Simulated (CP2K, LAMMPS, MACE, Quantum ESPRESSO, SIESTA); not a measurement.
**Relaxing amorphous Hg33S25Se8 (66 atoms) with cheaper methods**

Aim: relax amorphous Hg33S25Se8 (66 atoms) with MACE MPA-0 medium, CP2K double zeta and SIESTA DZP, then solve each end with plane waves to see how good it is.

All numbers are calculated, not measured.

### Step 1. The structure

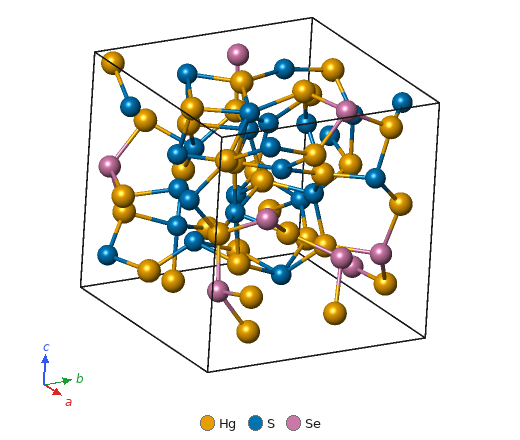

The cell (mercury orange, sulfur blue, selenium pink). Some periodic images of atoms are drawn too.

The cell holds 66 atoms (33 Hg, 25 S and 8 Se), with edges of 12.03, 12.03 and 12.03 Å. Recipe: 66 atoms (33 Hg, 25 S, 8 Se) placed at random at 7.67 g/cm³, melted at 2500 K for 10 ps at fixed volume with the Stillinger-Weber II-VI potential (Zhou et al., Phys. Rev. B 88, 085309 (2013)). Quenched from 2500 K to 500 K at 300 K/ps and fixed volume, held 5 ps, then minimised at fixed cell.

### Step 2. The judge

Quantum ESPRESSO 7.5: Kohn-Sham DFT, PBE, SSSP efficiency 1.3.0 pseudopotentials, plane waves. Its input for the start:

```
&control
  calculation = 'scf'
  pseudo_dir = './pseudo'
  outdir = './tmp'
  disk_io = 'none'
  tprnfor = .true.
  tstress = .true.
/
&system
  ibrav = 0
  nat = 66
  ntyp = 3
  ecutwfc = 55
  ecutrho = 440
  nosym = .true.
  occupations = 'smearing'
  smearing = 'fd'
  degauss = 0.003675
/
&electrons
  conv_thr = 3.3e-07
  electron_maxstep = 100
  mixing_beta = 0.4
  mixing_mode = 'plain'
  diagonalization = 'david'
/
ATOMIC_SPECIES
Hg 200.592 Hg.upf
S 32.060 S.upf
Se 78.971 Se.upf
CELL_PARAMETERS angstrom
12.03400 0.00000 0.00000
0.00000 12.03400 0.00000
0.00000 0.00000 12.03400
ATOMIC_POSITIONS crystal
Hg 0.94118 0.47204 0.83383
Hg 0.30876 0.12376 0.16290
Hg 0.01901 0.24271 0.68093
[... 61 atom lines left out ...]
Se 0.80978 0.88758 0.30448
Se 0.01654 0.09158 0.50587
K_POINTS gamma
```

Elapsed: 11 min, on 4 MPI ranks of Arm Neoverse V2, shared host; peak memory 5.7 GiB.

At the start it finds an r.m.s. force component of 0.37 eV/Å and a pressure of -0.0047 GPa. The same input is run at the end of each relaxation.

### Step 3. The relaxations

The DFT methods use the judge's functional, PBE. 

Times are CPU times on a shared host and are rough.

```
           method                      basis or training data  geometry steps  reached its threshold  own energy change (meV/atom)  r.m.s. move (Å)  largest move (Å)  CPU time
MACE MPA-0 medium          trained on PBE(+U) plane-wave data             137                    yes                        -215.1             0.89              1.51   2.2 min
 CP2K double zeta  DZVP-MOLOPT-SR, GTH-PBE potentials, 480 Ry              82                     no                        -225.0             1.00              2.14       4 h
       SIESTA DZP    DZP orbitals, shift 0.01 Ry, mesh 250 Ry              89                     no                        -243.0             1.02              2.28     1.7 h
```

### Step 4. The ends, solved with plane waves

```
                geometry  energy less the start's (meV/atom)  r.m.s. force (eV/Å)  longest force (eV/Å)  pressure (GPa)  Kohn-Sham gap (eV)
                   start                                 0.0                0.371                  1.17            0.00                   -
end of MACE MPA-0 medium                              -212.4                0.124                  0.45            1.78                0.37
 end of CP2K double zeta                              -230.9                0.066                  0.25            1.28                1.01
       end of SIESTA DZP                              -194.1                0.219                  0.91            0.57                0.89
```

A dash marks a value that wasn't kept, partly filled levels or a spacing under 0.15 eV.

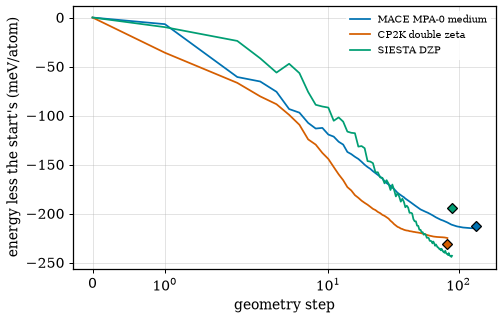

Each method's own energy along its relaxation; diamonds mark the plane-wave energy of its end.

### Step 5. Do they end in the same place?

Distances between the ends, with any common shift taken off:

```
                                  ends  r.m.s. (Å)  largest (Å)
MACE MPA-0 medium and CP2K double zeta       0.963         1.91
      MACE MPA-0 medium and SIESTA DZP       0.903         2.13
       CP2K double zeta and SIESTA DZP       1.104         2.96
```

Bonds, counted by one set of cutoffs taken from the start, with their mean length:

```
         geometry  Hg-S (under 3.15 Å)  Hg-Se (under 3.35 Å)
            start         93 at 2.72 Å          36 at 2.83 Å
MACE MPA-0 medium         82 at 2.65 Å          28 at 2.78 Å
 CP2K double zeta         79 at 2.63 Å          25 at 2.77 Å
       SIESTA DZP         88 at 2.67 Å          28 at 2.78 Å
```

### Step 6. Findings

By plane waves the end of CP2K double zeta lies lowest, 230.9 meV/atom under the start; MACE MPA-0 medium ends 18.6 meV/atom higher and SIESTA DZP ends 36.8 meV/atom higher. The plane-wave r.m.s. force is smallest after CP2K double zeta (0.066 eV/Å) and largest after SIESTA DZP (0.22 eV/Å), against 0.37 eV/Å at the start. CP2K double zeta and SIESTA DZP stopped short of their threshold, so those ends aren't minima even at their own level.

Own against plane-wave energy change: MACE MPA-0 medium -215.1 against -212.4, CP2K double zeta -225.0 against -230.9 and SIESTA DZP -243.0 against -194.1 meV/atom. The ends of CP2K double zeta and SIESTA DZP differ by up to 2.96 Å for one atom, so they aren't one minimum, and their energies differ by path as well as by method. Bonds formed and lost against the start: MACE MPA-0 medium 8 and 27, CP2K double zeta 12 and 37 and SIESTA DZP 15 and 28, of 129. The pressure at the ends spans 0.6 to 1.8 GPa, from 0.0 GPa at the start.

Caveats: Plane waves didn't relax the cell themselves, so each end could still go down at that level. The methods had unlike step limits and thresholds. The quench rate of 300 K/ps is many orders above laboratory rates, so the cell is likely richer in defects and strain than a real sample. The reference samples only Γ, in a cell whose shortest periodic width is 12 Å. Spin–orbit coupling is left out, which matters for the levels of the heavy elements. The plane-wave runs aren't exact: their cutoffs and mesh weren't converged further here. SIESTA's automatically made basis is far from complete, and its potentials were converted by us (checked for H, C, O, Si, Ge and Ca alone). Where levels are smeared, the DFT runs use Fermi–Dirac occupations at 580 K (0.05 eV), and energies are free energies.

[Logs are printed without paths, hosts, clocks, repeated set-up lines and the standing remarks that a program may print on its own settings, such as how far it seeks lower states.]

[Hosts, paths, dates, database ids (printed as entryN), source tags and the programs' standing remarks are cut or masked in the printed files.]
